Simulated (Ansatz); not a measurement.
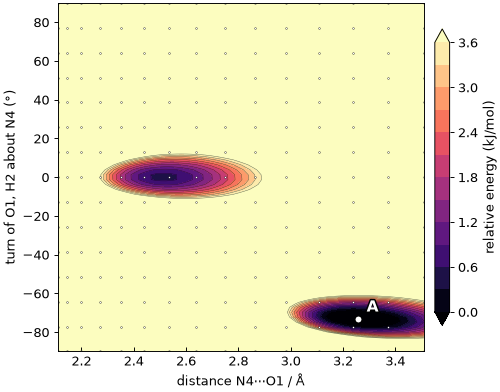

The pair HO···N₂, charge −1. The turn is about an axis along (−0.94, −0.34, 0.02) in the frame of the relaxed pair, normal to the line between the partners. Coordinates scanned: (1) distance N4···O1; (2) turn of O1, H2 about N4. Grid: 15 × 15 points. Points are written as (first, second). All energies are given in kJ/mol relative to the lowest grid point. These are results of RKS PBE-D4/def2-TZVPD (Ansatz), not measurements.

The picture shows filled contours, dots at the grid points, one colour for all values above the top of the scale, the well A. Between grid points the surface is interpolated.

### Estimate the position of the minimum and the force constants in these coordinates. Take the well at A.

The interpolated minimum is at distance N4···O1 ≈ 3.259 Å, turn of O1, H2 about N4 ≈ −73.0°. The curvatures there are about 0.86 eV/Å² and 3 eV/rad², with a cross term of about 0.44 eV/(Å·rad). Round the minimum the valley is somewhat tilted: raising distance N4···O1 shifts the best value of turn of O1, H2 about N4 downwards (coupling k₁₂/√(k₁₁k₂₂) about 0.3). (1 eV is 96.5 kJ/mol.)
